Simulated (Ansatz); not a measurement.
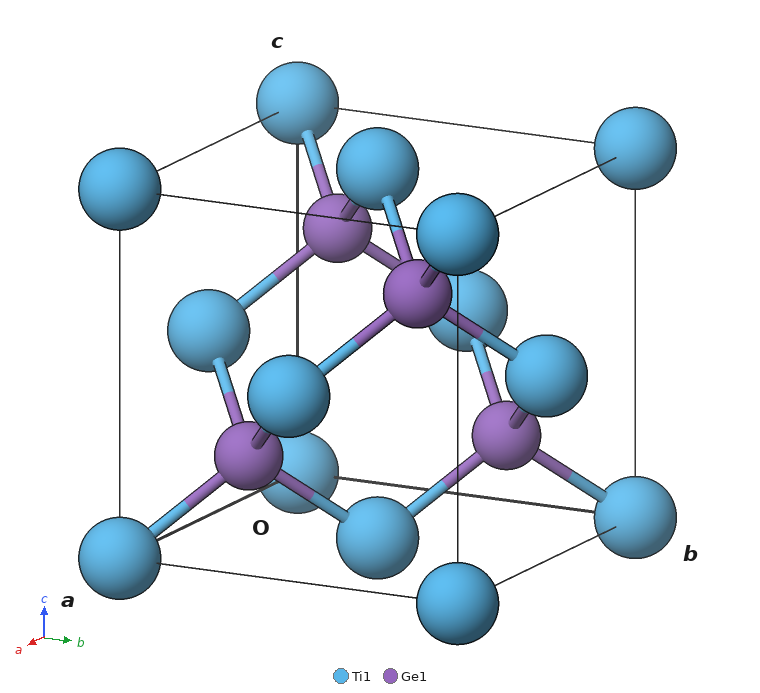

Crystal: TiGe, the geometry relaxed with DFT HSE06, scalar-relativistic, plane waves, PAW (Ansatz 0.2.0); the starting structure was generated, so it need not be a known form of this composition. One unit cell; atoms that symmetry makes equivalent share a colour (atoms on faces, edges and corners are repeated). Geometry calculated from the standardised cell; symmetry tolerance 0.002 Å.

a = 5.823 Å, b = 5.823 Å, c = 5.823 Å, α = 90.00°, β = 90.00°, γ = 90.00°; space group F-43m, No. 216.

One atom of each site: Ti1 (0, 0, 0); Ge1 (1/4, 1/4, 3/4).

Give the multiplicity, Wyckoff letter and site symmetry of each site.

```
site  Wyckoff  symmetry
 Ti1       4a      -43m
 Ge1       4d      -43m
```

How many free positional parameters does the structure have?

0: Ti1 0, Ge1 0.
